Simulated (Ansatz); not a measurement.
# The cluster Si₂S₂: trial inputs and their diagnosis

Aim: try 2 inputs for the cluster Si₂S₂ as typed, read how each ends, and find what has to change.

Program: Ansatz 0.2.0, Gaussian basis. Level of theory: the settings change from run to run. These are calculated values, not measurements.

### 1 The relaxed structure

The geometry comes from an earlier relaxation with PBE0-D4 in a triple-zeta def2 set; it is a stationary point.

4 atoms, charge 0, spin multiplicity 1.

Atoms are counted from 1 here; the program's logs count them from 0.

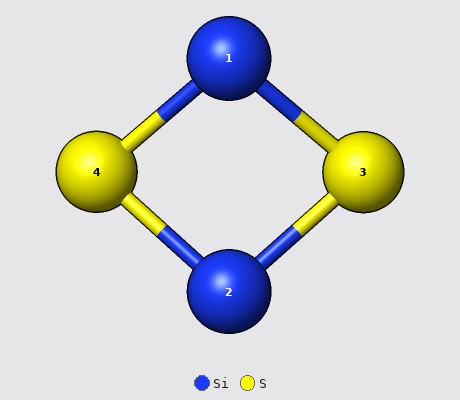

The structure; silicon blue, sulfur yellow; atoms are numbered from 1 in the order of the file.

Geometry (Å):

```mol
S2Si2
  3D, bonds by distance, orders not assigned

  4  4  0  0  0  0  0  0  0  0999 V2000
    1.3418   -0.2689   -0.3709 Si  0  0
   -1.1380    0.4598    0.7098 Si  0  0
   -0.1548   -1.4733    0.6385 S   0  0
   -0.0490    1.2823   -0.9774 S   0  0
  1  3  8  0
  1  4  8  0
  2  3  8  0
  2  4  8  0
M  END
```

### 2 Try 1

in.yaml

```yaml
crystal:
  periodic: [false, false, false]
  atoms:
    - {symbol: Xx, position_ang: [1.341760, -0.268916, -0.370858]}
    - {symbol: Si, position_ang: [-1.137960, 0.459833, 0.709770]}
    - {symbol: S, position_ang: [-0.154802, -1.473260, 0.638482]}
    - {symbol: S, position_ang: [-0.048999, 1.282334, -0.977405]}
basis:
  gaussian: {orbitals: cc-pVTZ, point_charges: [{charge: 2.00, position_ang: [6.232, -0.044, -0.811]}]}
total_charge: -1
magnetization: {spin_polarized: true, initial_magnetization: 1}
hamiltonian: {xc: {name: PBE0}, pseudopotentials: {relativity: none}}
scf: {lower_state_search: light}
output: {forces: true}
```

Run with:

```
$ ansatz run in.yaml --threads 4 --pin off --events-out ev --progress --plain --max-ram 3916MiB
```

The program printed:

```text
Error: YAML parse error: error: line 4 column 16: `Xx` is not an element symbol (H … Og, case-exact)
 --> <input>:4:16
  |
2 |   periodic: [false, false, false]
3 |   atoms:
4 |     - {symbol: Xx, position_ang: [1.341760, -0.268916, -0.370858]}
  |                ^ `Xx` is not an element symbol (H … Og, case-exact)
5 |     - {symbol: Si, position_ang: [-1.137960, 0.459833, 0.709770]}
6 |     - {symbol: S, position_ang: [-0.154802, -1.473260, 0.638482]}
  |
```

It took 0.05 s on 4 threads of Arm Neoverse V2, shared host.

Diagnosis: Refused before any calculation. An element symbol is wrong. It also asks for charge -1 and multiplicity 2, another species or state than the molecule above. Cure: correct the symbol, and remove the point charge, and set charge and spin to those of the species named.

### 3 Try 2

in.yaml

```yaml
crystal:
  periodic: [false, false, false]
  atoms:
    - {symbol: Si, position_ang: [1.341760, -0.268916, -0.370858]}
    - {symbol: Si, position_ang: [-1.137960, 0.459833, 0.709770]}
    - {symbol: S, position_ang: [-0.154802, -1.473260, 0.638482]}
    - {symbol: S, position_ang: [-0.048999, 1.282334, -0.977405]}
basis:
  gaussian: {orbitals: 6-31G}
total_charge: -2
hamiltonian: {xc: {name: wB97X-V}}
accuracy: high
scf: {omitted_lower_state_checks: [starts]}
output: {forces: true}
```

The command is unchanged.

The program printed, cut to the lines that bear on the results:

```text
Functional definition: wB97X-V
  name "wB97X-V"
  cite "Mardirossian & Head-Gordon, Phys. Chem. Chem. Phys. 16, 9904 (2014) doi:10.1039/C3CP54374A"
  cite "Becke, J. Chem. Phys. 107, 8554 (1997) doi:10.1063/1.475007"
  cite "Vydrov & Van Voorhis, J. Chem. Phys. 133, 244103 (2010) doi:10.1063/1.3521275"
[...]
      + integral(e_c_pw_opposite_spin*poly(b97_u_opposite, cos0, cos1)) + vv10(b, c)
[...]
1170 factors; integrals over basis functions are off by at most 3.3e-9 eV
347 factors; integrals over basis functions are off by at most 1.5e-9 eV
[...]
mean field -37412.36235991 eV, -1374.8789577166 hartree, gradient 3.1e-8 eV, S^2 0.000000; 0 other end points of the search recorded, 0 dependent functions left out
[...]
reference -37412.36235980 eV, -1374.8789577125 hartree; 31, 31 occupied and 21, 21 virtual orbitals, 1170 factors
Total energy: -37412.36235980 eV, -1374.8789577125 hartree
Atom 0 at     1.341760    -0.268916    -0.370858 Å, force     4.953995    -1.788941    -2.724638 eV/Å
Atom 1 at    -1.137960     0.459833     0.709770 Å, force    -5.493636     1.283299     1.827246 eV/Å
Atom 2 at    -0.154802    -1.473260     0.638482 Å, force     0.200178    -1.582890     1.524673 eV/Å
Atom 3 at    -0.048999     1.282334    -0.977405 Å, force     0.339463     2.088532    -0.627281 eV/Å
Dipole moment:     0.013136     0.012298     0.021820 e Å
Checks for a lower state left out: starts
```

It took 11 s on 4 threads of Arm Neoverse V2, shared host.

What is wrong: It ended without an error, which proves nothing about the input. The charge is far from anything that the molecule holds. It asks for charge -2; the species has 0. Its energy belongs to another ion. Fix: type the charge that the molecule really has.

### 4 How the tries ended

```
try          level      ended                                                    cause    time
  1   PBE0/cc-pVTZ    refused                               an element symbol is wrong  0.05 s
  2  wB97X-V/6-31G  converged  the charge is far from anything that the molecule holds    11 s
```

1 refused, 1 converged. A refusal costs next to no computing time. The dangerous case is the input that converges on a wrong geometry, charge, spin, basis or grid: often only a look at the input shows it.
